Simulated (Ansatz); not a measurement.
**CH₃CuN (doublet): density, localisation and related maps**

Input file:

```
crystal:
  periodic: [false, false, false]
  atoms:
    - {symbol: C, position_ang: [-1.462131, 2.090033, -0.233283]}
    - {symbol: Cu, position_ang: [-1.000381, 2.033627, 1.739889]}
    - {symbol: N, position_ang: [-2.106305, 1.160030, 0.322668]}
    - {symbol: H, position_ang: [-1.491409, 2.381533, -1.302172]}
    - {symbol: H, position_ang: [-2.763073, 0.532406, -0.161999]}
    - {symbol: H, position_ang: [-0.100372, 2.814415, 2.664332]}
basis:
  gaussian: {orbitals: def2-TZVPD}
magnetization: {spin_polarized: true, initial_magnetization: 1}
hamiltonian: {xc: {name: PBE0}}
output: {forces: true, orbitals: {seedname: orbitals}}
```

Launched as:

```sh
ansatz run input.yaml --threads 1 --pin off --max-ram 2610MiB --events-out events.jsonl --progress --plain --runs-dir runs
```

Geometry: B3LYP-D3(BJ)/def2-SVP.

Theory: isolated molecule in a Gaussian basis; Kohn-Sham density functional theory, functional PBE0 in Ansatz.

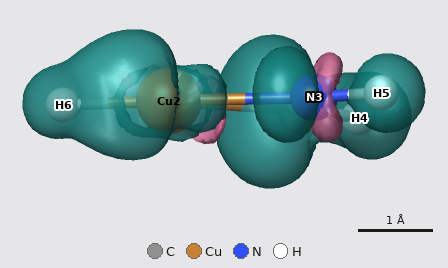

Figure 1. Isosurfaces of the spin density (α minus β) at +0.02 (teal) and −0.02 e/Å³ (pink), seen from one side.

Describe the spin distribution.

Answer. The unpaired spin (1 electron) lies mostly on Cu2 (about 0.5), C1 (about 0.3) and N3 (about 0.1), in electrons by Hirshfeld's partition.

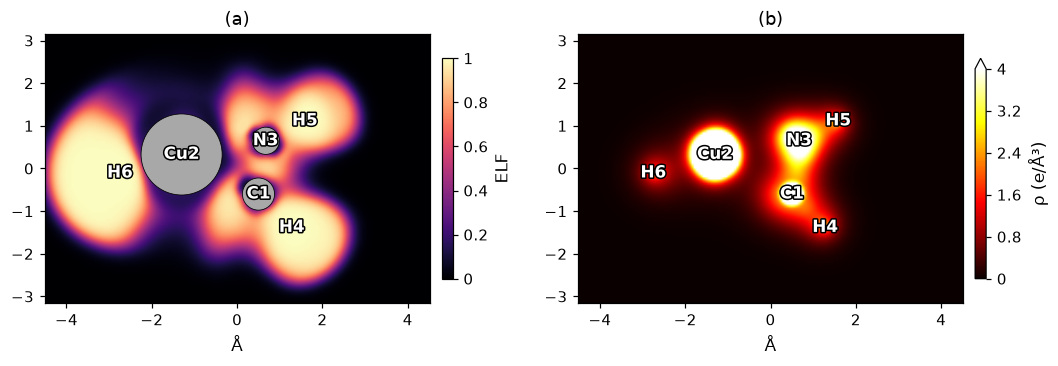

Figure 2. (a) electron localisation function; (b) total electron density on the molecular plane. Grey discs cover the atomic cores in the ELF map.

What do the fields say about this system?

Answer.
- The section cuts through C, Cu, N and H sites.
- C–N (1.26 Å): ρ at the midpoint is about 2.9 e/Å³; the ELF peaks at about 0.90 between the atoms; a short, multiple covalent bond.
- Cu–N (2.00 Å): the density is about 0.55 e/Å³ at the midpoint; the ELF peaks at about 0.80 in the valence shell of N, 0.6 Å from its nucleus, and is about 0.15 at the midpoint.
- C–Cu (2.03 Å): the density is about 0.57 e/Å³ at the midpoint; the ELF peaks at about 0.75 in the valence shell of C, 0.7 Å from its nucleus, and is about 0.20 at the midpoint.
- N–H (1.03 Å): ρ is about 2.8 e/Å³ halfway; the ELF climbs to about 1 towards the hydrogen, as it does in any bond to H (a covalent bond by its length).
- C–H (1.11 Å): ρ at the midpoint is about 2 e/Å³; the ELF climbs to about 1 towards the hydrogen: a covalent bond by its length.

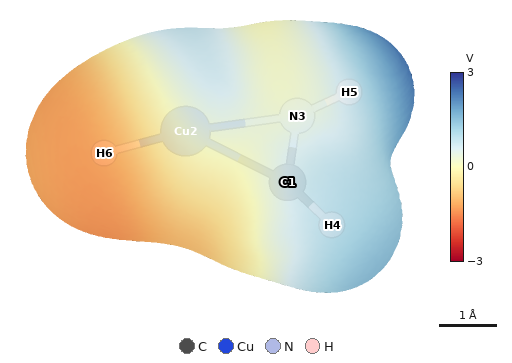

Figure 3. The electrostatic potential painted on the density surface at 0.002 e/bohr³, seen at a tilt; the colour scale runs from red (negative) to blue (positive).

Describe the electrostatic potential map.

Answer. The most negative region (about −1.4 V) lies over H6, the most positive (about +2.4 V) over H5.

What dipole moment does the calculation give?

Answer. Its dipole moment is 4.38 D.
